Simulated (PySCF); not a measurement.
# C$_{3}$H$_{4}$ClN, SMILES `C=NC(=C)Cl`: electronic structure

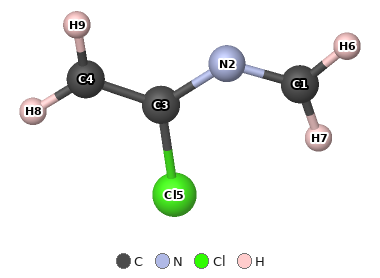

The molecule, with its atoms numbered as below. No frequency check shows the geometry to be a minimum.

Geometry (Å), atoms numbered from 1:

```
C1      -1.9537    0.4734    0.0000
N2      -1.2280   -0.5573    0.0000
C3       0.1275   -0.5492    0.0000
C4       0.8273   -1.6798    0.0000
Cl5      0.9988    0.9950    0.0000
H6      -3.0238    0.3315    0.0000
H7      -1.5756    1.4963    0.0000
H8       1.9011   -1.6862    0.0000
H9       0.3094   -2.6216    0.0000
```

### 1. Bonding charge

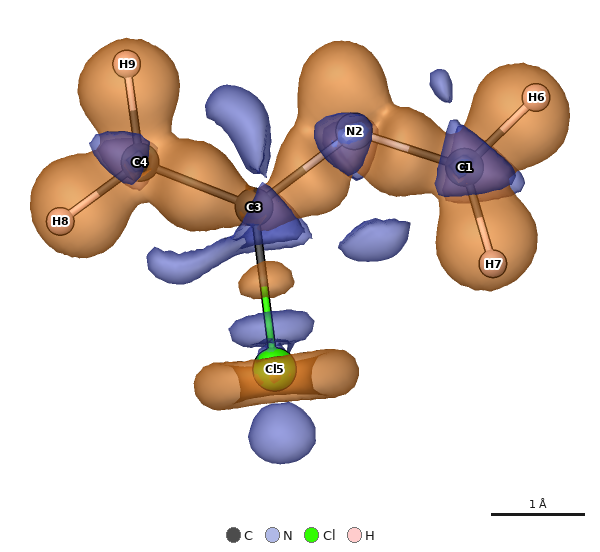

Deformation density (molecule less spherical, spin-averaged free atoms at the same positions), surfaces at ±0.08 e/Å³; orange: gain, blue: loss.

Method: BP86/cc-pVDZ; geometry: GFN2-xTB; program: PySCF.

> Describe the bonding that the map shows.

C1–H6: +0.71 e/Å³ at the bond critical point (bond length 1.08 Å, Mayer order 0.9). C1–H7: +0.69 e/Å³ at the bond critical point (bond length 1.09 Å, Mayer order 0.9). C4–H8: +0.69 e/Å³ at the bond critical point (bond length 1.07 Å, Mayer order 0.9). C4–H9: +0.68 e/Å³ at the bond critical point (bond length 1.07 Å, Mayer order 0.9). C3–C4: +0.65 e/Å³ at the bond critical point (bond length 1.33 Å, Mayer order 1.9). C1–N2: +0.51 e/Å³ at the bond critical point (bond length 1.26 Å, Mayer order 1.9). N2–C3: +0.45 e/Å³ at the bond critical point (bond length 1.36 Å, Mayer order 1.3). C3–Cl5: +0.16 e/Å³ at the bond critical point (bond length 1.77 Å, Mayer order 1.0). In all, 1.9 electrons gather in the regions of gain relative to the promolecule.

> Where do the Hirshfeld charges lie?

The highest Hirshfeld charge is on C3 (+0.06 e), the lowest on N2 (−0.11 e).

```csv
atom,charge (e)
C1,+0.01
N2,−0.11
C3,+0.06
C4,−0.08
Cl5,−0.07
H6,+0.05
H7,+0.03
H8,+0.05
H9,+0.05
```

### 2. Electrostatic potential

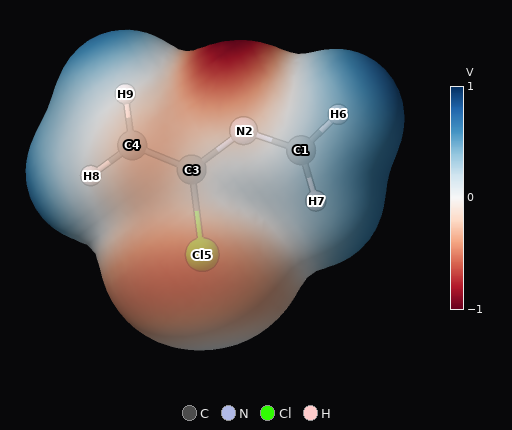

Electrostatic potential on the surface of electron density 0.001 a.u.

> Where are the extremes of the potential on the surface?

Highest: 0.78 V, 1.3 Å from H6. Further maxima include 0.68 V, 1.3 Å from H8; 0.66 V, 1.3 Å from H9. Lowest: −0.94 V, 1.9 Å from N2. Further minima include −0.51 V, off the molecular plane, over Cl5 (2.1 Å), and at like points elsewhere. The surface is sampled at points, so like sites can differ by a few per cent and only the strongest of them is named.

> Does Cl5 carry a σ-hole?

Yes: a local maximum of +0.06 V lies on the extension of the C3–Cl5 bond.

### 3. Localised orbitals

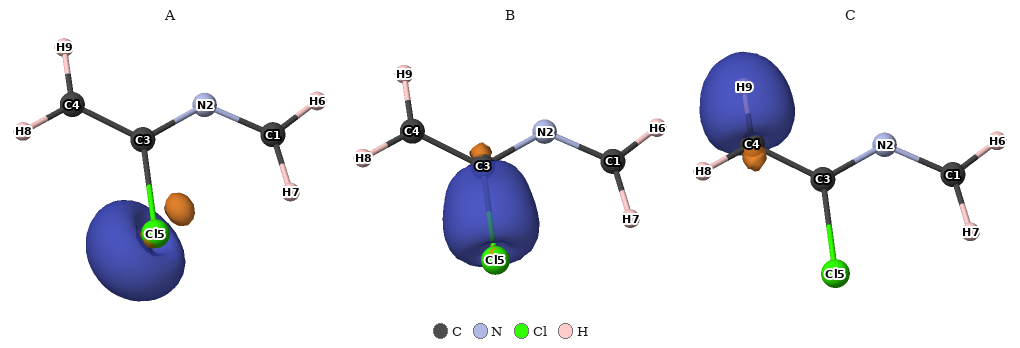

Foster–Boys orbitals, occupied; each surface holds about 70 % of the orbital's density. Energies are diagonal elements of the Fock matrix.

Level of theory: BLYP/cc-pVTZ (PySCF), at a geometry from GFN2-xTB.

> Name the orbitals, with their atomic make-up and energies.

By panel:
- A: lone pair on Cl5 (sp2.6-type) (Cl5 98 %; −10.8 eV)
- B: σ bond Cl5–C3 (Cl5 59 %, C3 40 %; −15.0 eV)
- C: σ bond C4–H9 (C4 56 %, H9 42 %; −12.4 eV)

> Which has the smallest and which the largest spatial spread?

Smallest: C (0.83 Å); largest: A (0.97 Å).

### 4. The π system

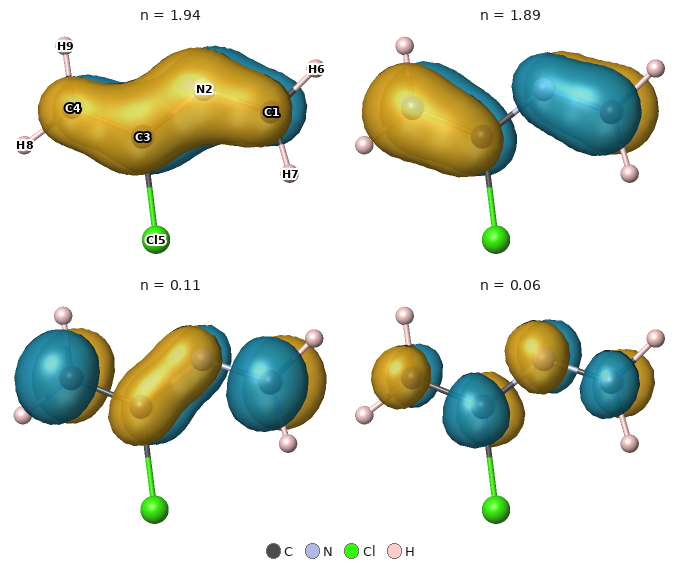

Natural orbitals of the π active space, CASSCF(4,4), singlet state, in order of falling occupation.

PySCF calculation, def2-SVPD basis, gas phase; geometry: GFN2-xTB.

> How multiconfigurational is the state?

The leading determinant weighs 0.91; the effective number of unpaired electrons, Σ n²(2−n)², is 0.12; the most occupied of the weakly occupied orbitals holds 0.11 e, as in an ordinary closed-shell π system. The active space lowers the energy by 1.60 eV against Hartree–Fock.

> Where does the lowest triplet lie relative to the singlet, at this geometry and within this active space?

3.47 eV above it by strongly contracted NEVPT2 (+3.46 eV by CASSCF); a small basis tends to put such gaps a few tenths of an eV too high. This is a vertical energy for π states alone; a state that uses lone pairs or σ orbitals may lie lower.
